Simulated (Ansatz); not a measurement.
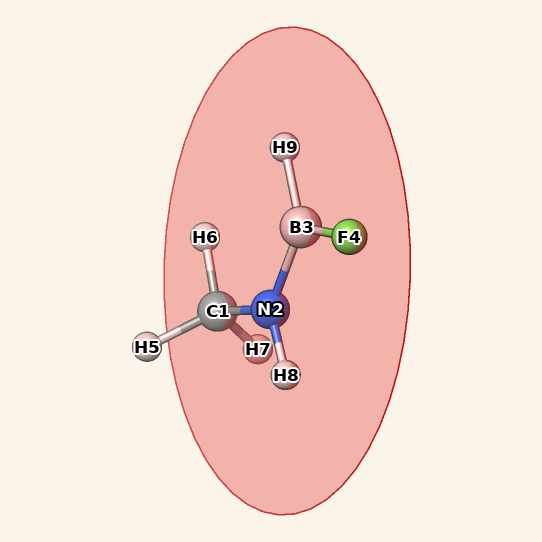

A disc through the centre of mass is drawn in. Distant atoms are faded towards the background colour. The computed structure is the end point of a PBE0-D4/def2-TZVP optimisation.

Q: Is the plane of the disc a mirror plane of the structure?

A: Yes. The reflection leaves C1, N2, B3, F4, H6, H8, H9 in place and moves H5 ↔ H7. The point group is Cs.
